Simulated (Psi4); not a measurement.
**Run report: OF2 (charge +1), single-point calculation (part 2 of 2)**

OF2, charge +1, multiplicity 2, SMILES F[O+]F; CCSD/cc-pVTZ, UHF (Psi4 1.11). The geometry comes from this level: PBE0-D4/def2-TZVP.

Geometry of the input (Å):
```
F  0.9202  -0.3090  0.4734
O  0.0006  0.5052  0.0557
F  -0.9208  -0.1962  -0.5291
```

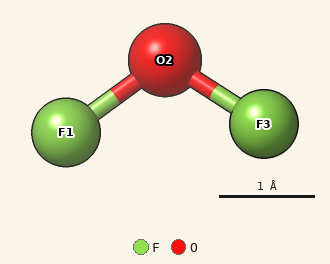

Fig. 1: The structure as given in the input (ball-and-stick view, seen at a tilt; atoms are numbered from 1 in the order of the input).

Log, continued:
```
	IRREP	# MOs	# FZDC	# DOCC	# SOCC	# VIRT	# FZVR
	-----	-----	------	------	------	------	------
	 A	   90	    3	    9	    1	    77	    0
	Transforming integrals...
	IWL integrals will be deleted.
	(OO|OO)...
	Presorting SO-basis two-electron integrals.
	Sorting File: SO Ints (nn|nn) nbuckets = 1
	Constructing frozen core operators
	Starting AA/AB first half-transformation.
	Sorting AA/AB half-transformed integrals.
	Starting BB first half-transformation.
	Sorting BB half-transformed integrals.
	First half integral transformation complete.
	Starting AA second half-transformation.
	Starting AB second half-transformation.
	Starting BB second half-transformation.
	Two-electron integral transformation complete.
	(OO|OV)...
	Starting AA second half-transformation.
	Starting AB second half-transformation.
	Starting BB second half-transformation.
	Two-electron integral transformation complete.
	(OO|VV)...
	Starting AA second half-transformation.
	Starting AB second half-transformation.
	Starting BB second half-transformation.
	Two-electron integral transformation complete.
	(OV|OO)...
	Starting AA/AB first half-transformation.
	Sorting AA/AB half-transformed integrals.
	Starting BB first half-transformation.
	Sorting BB half-transformed integrals.
	First half integral transformation complete.
	Starting AA second half-transformation.
	Starting AB second half-transformation.
	Starting BB second half-transformation.
	Two-electron integral transformation complete.
	(OV|OV)...
	Starting AA second half-transformation.
	Starting AB second half-transformation.
	Starting BB second half-transformation.
	Two-electron integral transformation complete.
	(OV|VV)...
	Starting AA second half-transformation.
	Starting AB second half-transformation.
	Starting BB second half-transformation.
	Two-electron integral transformation complete.
	(VV|OO)...
	Starting AA/AB first half-transformation.
	Sorting AA/AB half-transformed integrals.
	Starting BB first half-transformation.
	Sorting BB half-transformed integrals.
	First half integral transformation complete.
	Starting AA second half-transformation.
	Starting AB second half-transformation.
	Starting BB second half-transformation.
	Two-electron integral transformation complete.
	(VV|OV)...
	Starting AA second half-transformation.
	Starting AB second half-transformation.
	Starting BB second half-transformation.
	Two-electron integral transformation complete.
	(VV|VV)...
	Starting AA second half-transformation.
	Starting AB second half-transformation.
	Starting BB second half-transformation.
	Two-electron integral transformation complete.
	Frozen core energy     =   -242.60467687654207

	Size of irrep 0 of <AB|CD> integrals:      8.561 (MW) /     68.492 (MB)
	Total:                                     8.561 (MW) /     68.492 (MB)

	Size of irrep 0 of <ab|cd> integrals:      9.018 (MW) /     72.144 (MB)
	Total:                                     9.018 (MW) /     72.144 (MB)

	Size of irrep 0 of <Ab|Cd> integrals:     36.072 (MW) /    288.576 (MB)
	Total:                                    36.072 (MW) /    288.576 (MB)

	Size of irrep 0 of <IA|BC> integrals:      4.565 (MW) /     36.523 (MB)
	Total:                                     4.565 (MW) /     36.523 (MB)

	Size of irrep 0 of <ia|bc> integrals:      4.271 (MW) /     34.168 (MB)
	Total:                                     4.271 (MW) /     34.168 (MB)

	Size of irrep 0 of <Ia|Bc> integrals:      4.685 (MW) /     37.477 (MB)
	Total:                                     4.685 (MW) /     37.477 (MB)

	Size of irrep 0 of <iA|bC> integrals:      4.162 (MW) /     33.297 (MB)
	Total:                                     4.162 (MW) /     33.297 (MB)

	Size of irrep 0 of tIjAb amplitudes:       0.541 (MW) /      4.324 (MB)
	Total:                                     0.541 (MW) /      4.324 (MB)

	Nuclear Rep. energy          =     79.15529079040678
	SCF energy                   =   -273.11229680303404
	One-electron energy          =   -192.35551005082493
	Two-electron (AA) energy     =     20.11669772285563
	Two-electron (BB) energy     =     15.84423527056641
	Two-electron (AB) energy     =     46.73166634050503
	Two-electron energy          =     82.69259933392706
	Reference energy             =   -273.11229680303313

	total time  =         18 seconds =       0.30 minutes
            **************************
            *                        *
            *        CCENERGY        *
            *                        *
            **************************

    Nuclear Rep. energy (wfn)     =   79.155290790406781
    SCF energy          (wfn)     = -273.112296803034042
    Reference energy    (file100) = -273.112296803033132

    Input parameters:
    -----------------
    Wave function   =     CCSD
    Reference wfn   =     UHF
    Brueckner       =     No
    Memory (Mbytes) =     2200.0
    Maxiter         =    100
    R_Convergence   =     1.0e-07
    E_Convergence   =     1.0e-09
    Restart         =     Yes
    DIIS            =     Yes
    AO Basis        =     NONE
    ABCD            =     NEW
    Cache Level     =     2
    Cache Type      =     LRU
    Print Level     =     1
    Num. of threads =     1
    # Amps to Print =     10
    Print MP2 Amps? =     No
    Analyze T2 Amps =     No
    Print Pair Ener =     No
    Local CC        =     No
    SCS-MP2         =     False
    SCSN-MP2        =     False
    SCS-CCSD        =     False

MP2 correlation energy -0.7098956214411603
                Solving CC Amplitude Equations
                ------------------------------
  Iter             Energy              RMS        T1Diag      D1Diag    New D1Diag    D2Diag
  ----     ---------------------    ---------   ----------  ----------  ----------   --------
     0        -0.709895621441160    0.000e+00    0.000000    0.000000    0.000000    0.000000
     1        -0.693619691666544    1.320e-01    0.026907    0.000000    0.000000    0.000000
     2        -0.719599648585364    4.881e-02    0.030198    0.000000    0.000000    0.000000
     3        -0.730164619213404    4.299e-02    0.044438    0.000000    0.000000    0.000000
     4        -0.731058264436453    1.991e-02    0.053404    0.000000    0.000000    0.000000
     5        -0.731091607899984    8.943e-03    0.057897    0.000000    0.000000    0.000000
     6        -0.731375096725230    2.976e-03    0.058940    0.000000    0.000000    0.000000
     7        -0.731383280330456    1.145e-03    0.059075    0.000000    0.000000    0.000000
     8        -0.731371049167436    5.169e-04    0.059103    0.000000    0.000000    0.000000
     9        -0.731393116199287    2.091e-04    0.059147    0.000000    0.000000    0.000000
    10        -0.731376747060269    8.109e-05    0.059143    0.000000    0.000000    0.000000
    11        -0.731379366507309    3.401e-05    0.059136    0.000000    0.000000    0.000000
    12        -0.731379147463513    1.761e-05    0.059140    0.000000    0.000000    0.000000
    13        -0.731379430671622    7.653e-06    0.059140    0.000000    0.000000    0.000000
    14        -0.731380066362480    3.358e-06    0.059140    0.000000    0.000000    0.000000
    15        -0.731379952973155    1.384e-06    0.059140    0.000000    0.000000    0.000000
    16        -0.731379897526852    7.749e-07    0.059140    0.000000    0.000000    0.000000
    17        -0.731379904174813    2.915e-07    0.059140    0.000000    0.000000    0.000000
    18        -0.731379891338173    1.587e-07    0.059140    0.000000    0.000000    0.000000
    19        -0.731379902402042    7.709e-08    0.059140    0.000000    0.000000    0.000000
    20        -0.731379906189809    3.471e-08    0.059140    0.000000    0.000000    0.000000
    21        -0.731379906878767    1.382e-08    0.059140    0.000000    0.000000    0.000000
    22        -0.731379906931493    6.716e-09    0.059140    0.000000    0.000000    0.000000

    Iterations converged.

    Largest TIA Amplitudes:
              8   0        -0.0842566844
              7   1        -0.0533955360
              5   1        -0.0307242621
              4   0         0.0282399561
              3   2        -0.0188694967
              0   0        -0.0169860587
              8   6        -0.0136416648
              1   1         0.0127794434
              4   3        -0.0102207954
              7   7         0.0101488726

    Largest Tia Amplitudes:
              5   0        -0.2139508995
              5   5         0.0335319193
              2   1        -0.0325220540
              8   1        -0.0309844107
              3   2         0.0307939214
              6   2        -0.0251686969
              5  10        -0.0156516725
              4   1        -0.0125263476
              3  32         0.0088370032
              8   7        -0.0087303042

    Largest TIJAB Amplitudes:
      5   4   1   0         0.0204861390
      8   7   1   0        -0.0177499743
      9   5   2   1         0.0121151088
      8   7   6   1         0.0113451929
      8   5  15   1         0.0108024370
      7   5   5   0         0.0098246797
      4   3  14  12        -0.0093514639
      9   8   8   1        -0.0090259874
      9   5  14   1         0.0089988337
      9   4  14   0        -0.0089824124

    Largest Tijab Amplitudes:
      5   3   2   0        -0.0383353540
      8   7   2   0        -0.0375890727
      7   3   1   0         0.0320096432
      5   4   1   0         0.0302657790
      8   5   1   0         0.0302019615
      7   6   1   0         0.0293827411
      4   3   2   1        -0.0189563432
      7   6   7   0         0.0174277507
      8   6   2   1        -0.0169391646
      5   3   4   0        -0.0136702824

    Largest TIjAb Amplitudes:
      5   3   1   2        -0.0615862701
      5   5   1   0         0.0537716338
      8   8   1   2        -0.0485620003
      8   7   1   0        -0.0455574932
      4   5   0   0        -0.0426346569
      5   7   0   0        -0.0400696730
      7   7   0   0        -0.0385013963
      4   4   0   1        -0.0369459082
      8   5   0   0         0.0368832342
      7   6   0   1        -0.0366620733

    SCF energy       (wfn)                    = -273.112296803034042
    Reference energy (file100)                = -273.112296803033132

    Opposite-spin MP2 correlation energy      =   -0.523714614072255
    Same-spin MP2 correlation energy          =   -0.186181007368906
    Singles MP2 correlation energy            =   -0.000000000000000
    MP2 correlation energy                    =   -0.709895621441160
      * MP2 total energy                      = -273.822192424474281

    Opposite-spin CCSD correlation energy     =   -0.563316105198164
    Same-spin CCSD correlation energy         =   -0.168063801733329
    Singles CCSD correlation energy           =    0.000000000000000
    CCSD correlation energy                   =   -0.731379906931493
      * CCSD total energy                     = -273.843676709964598

    Psi4 run time: 0:01:38.72
```

File result.json:
```
{
 "driver": "energy",
 "model": {
  "method": "ccsd",
  "basis": "cc-pVTZ"
 },
 "success": true,
 "return_result": -273.8436767099646,
 "properties": {
  "calcinfo_nbasis": 90,
  "calcinfo_nmo": 90,
  "calcinfo_nalpha": 13,
  "calcinfo_nbeta": 12,
  "calcinfo_natom": 3,
  "nuclear_repulsion_energy": 79.15529079040678,
  "return_energy": -273.8436767099646,
  "scf_one_electron_energy": -527.6437162707296,
  "scf_two_electron_energy": 175.3761286772888,
  "scf_dipole_moment": [0.01850279068412783, 0.34232650712221335, -2.022565980422077e-15],
  "scf_total_energy": -273.11229680303404,
  "scf_iterations": 18,
  "mp2_same_spin_correlation_energy": -0.1861810073689058,
  "mp2_opposite_spin_correlation_energy": -0.5237146140722545,
  "mp2_singles_energy": -3.3444921179724057e-28,
  "mp2_doubles_energy": -0.7098956214411603,
  "mp2_correlation_energy": -0.7098956214411603,
  "mp2_total_energy": -273.8221924244743,
  "ccsd_same_spin_correlation_energy": -0.16806380173332913,
  "ccsd_opposite_spin_correlation_energy": -0.5633161051981636,
  "ccsd_singles_energy": 9.351258562696858e-17,
  "ccsd_doubles_energy": -0.7313799069314927,
  "ccsd_correlation_energy": -0.7313799069314926,
  "ccsd_total_energy": -273.8436767099646,
  "ccsd_iterations": 22
 }
}
```
